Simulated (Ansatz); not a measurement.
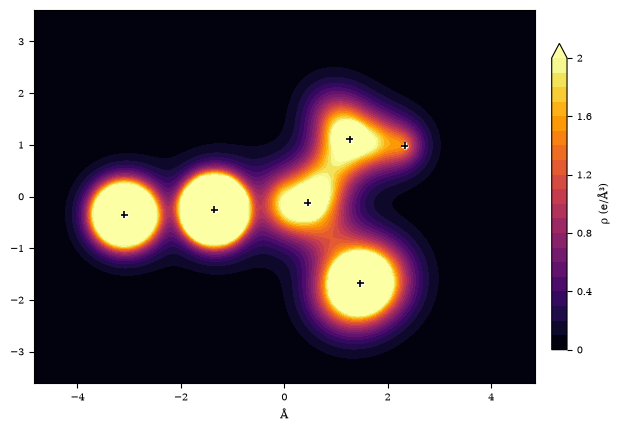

The total electron density on a plane through atoms (crosses mark nuclei in the plane).

Theory: isolated molecule in a Gaussian basis; Kohn-Sham density functional theory, functional PBE0 (Ansatz).

Candidates:
A. CH₄CaSi
B. CH₇SSi (charge +1)
C. C₂H₃BrCuF

Question: Which system is this?

Answer: Candidate C: C₂H₃BrCuF on the plane of atoms C1, C2 and Cu4, which holds C, Br, Cu, F and H. C–C (1.47 Å): the density is about 1.9 e/Å³ at the midpoint. Cu–F (1.75 Å): the density is about 0.92 e/Å³ at the midpoint.
